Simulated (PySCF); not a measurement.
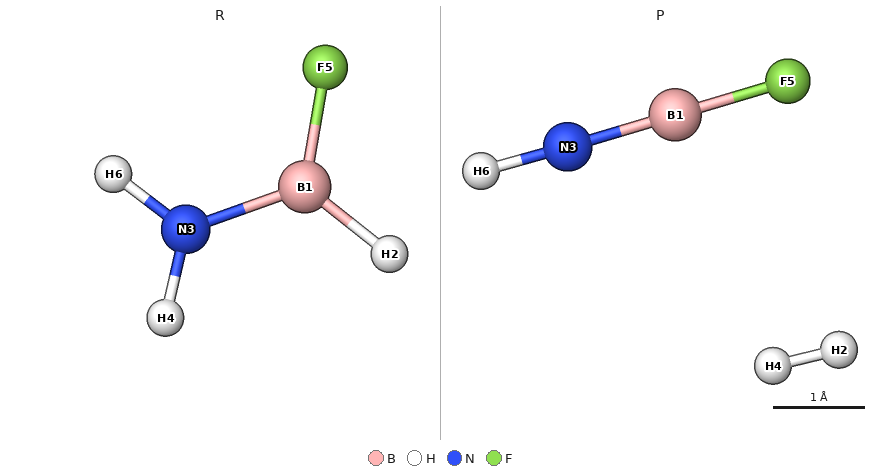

Reactant (R) and product (P) of one elementary step of BNH3F. Style: ball-and-stick. Shown face on.

Stationary points at PBE0-D4/def2-TZVP, single-point energies with CCSD(T)/CBS, BHLYP-D4, SPW92 (LDA) (def2-TZVPP where no basis is named; PySCF 2.14.0). The energies are electronic, without zero-point or thermal terms, and both ends are the minima reached downhill from the saddle, with any fragments still in contact. CCSD(T)/CBS stands for a frozen-core estimate: MP2 correlation extrapolated from def2-TZVPP and def2-QZVPP, CCSD(T) minus MP2 from the smaller set.

### What is the transition state like, and how high is the barrier?

Counted by bonded pieces, R holds BH₃NF and P holds BHNF + H₂. From R over the saddle to P, a bond forms: H2–H4 (2.56 → 0.94 → 0.75 Å). Bonds break: B1–H2 (1.20 → 1.43 → 3.17 Å), N3–H4 (1.00 → 1.46 → 3.32 Å). The saddle has one imaginary mode, 1301i cm⁻¹. With CCSD(T)/CBS the barrier is 81.8 kcal/mol from R and 29.9 kcal/mol from P, and P lies 51.9 kcal/mol above R.

| level | barrier from R (kcal/mol) | barrier from P (kcal/mol) | P less R (kcal/mol) |
| --- | --- | --- | --- |
| CCSD(T)/CBS | 81.8 | 29.9 | 51.9 |
| BHLYP-D4 | 87.6 | 32.5 | 55.1 |
| SPW92 (LDA) | 70.6 | 13.7 | 56.9 |

Against CCSD(T)/CBS, BHLYP-D4 comes closest on the barrier from R (+5.8 kcal/mol) and SPW92 (LDA) misses most (−11.2 kcal/mol).

The saddle point in the same view, with dashed sticks for the bonds that form or break:

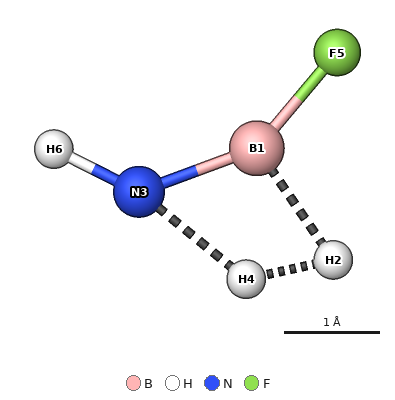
